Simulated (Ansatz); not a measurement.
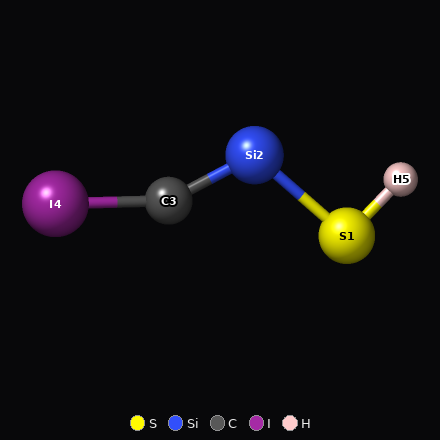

The system is CHISSi, SMILES S[Si]#CI; the picture shows the reference structure. 
- The first coordinate is: dihedral H5–S1–Si2–C3; the second: dihedral S1–Si2–C3–I4.
- Nothing is relaxed (all other coordinates rigid).
- The scan uses a 10 × 10 grid; 52 points were computed and 48 follow by symmetry.
- All energies are given in kJ/mol relative to the lowest grid point.
- These are results of Ansatz, RKS PBE-D4/def2-TZVP, not measurements.

Its coordinates:

```yaml
atoms:
  - { symbol: S, position_ang: [1.2335, 1.4778, -0.0516] }
  - { symbol: Si, position_ang: [-0.4642, 0.2605, 0.4726] }
  - { symbol: C, position_ang: [-0.4467, -1.2186, -0.3606] }
  - { symbol: I, position_ang: [-1.1779, -3.0031, -0.8342] }
  - { symbol: H, position_ang: [0.8552, 2.4834, 0.7737] }
```

Range: dihedral H5–S1–Si2–C3 from −180 to 144°; dihedral S1–Si2–C3–I4 from −180 to 144°.

**What landscape does the calculation give?**

The lowest grid point is at dihedral H5–S1–Si2–C3 = −180°, dihedral S1–Si2–C3–I4 = −180°. A higher local minimum lies near dihedral H5–S1–Si2–C3 = 0°, dihedral S1–Si2–C3–I4 = −180° (9 kJ/mol above the lowest at that grid point). The highest grid point, dihedral H5–S1–Si2–C3 = −72°, dihedral S1–Si2–C3–I4 = 0°, lies 97 kJ/mol above the lowest. On the interpolated surface the easiest way out of the lowest well to the well at dihedral H5–S1–Si2–C3 = 0°, dihedral S1–Si2–C3–I4 = −180° passes a barrier of about 18 kJ/mol. Round the minimum the valley is strongly tilted: raising dihedral H5–S1–Si2–C3 shifts the best value of dihedral S1–Si2–C3–I4 upwards (coupling k₁₂/√(k₁₁k₂₂) about −0.6).

```csv
"dihedral S1–Si2–C3–I4 ↓, dihedral H5–S1–Si2–C3 →",−180,−144,−108,−72,−36,0,36,72,108,144
144,3,13,23,21,13,12,19,25,18,6
108,14,27,40,35,23,22,32,40,32,17
72,34,48,62,58,44,40,51,62,54,38
36,60,72,86,83,70,65,75,85,80,65
0,75,83,96,97,86,80,86,97,96,83
−36,60,65,80,85,75,65,70,83,86,72
−72,34,38,54,62,51,40,44,58,62,48
−108,14,17,32,40,32,22,23,35,40,27
−144,3,6,18,25,19,12,13,21,23,13
−180,0,6,15,18,13,9,13,18,15,6
```

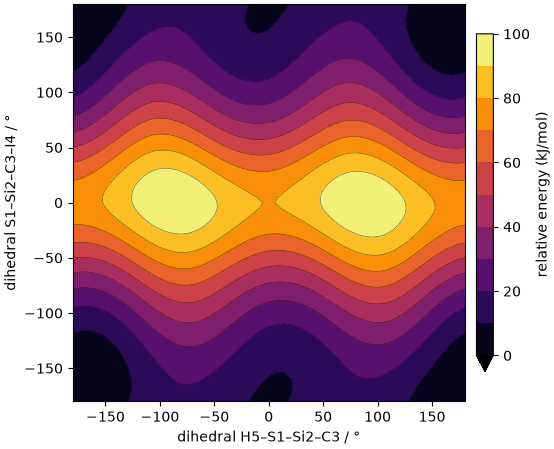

The picture shows filled contours. Between grid points the surface is interpolated.

Time for the 52 points that were run: 6.3 min on 1 thread of Intel(R) Xeon(R) Platinum 8259CL CPU @ 2.50GHz (Skylake/Cascade Lake) (shared host).
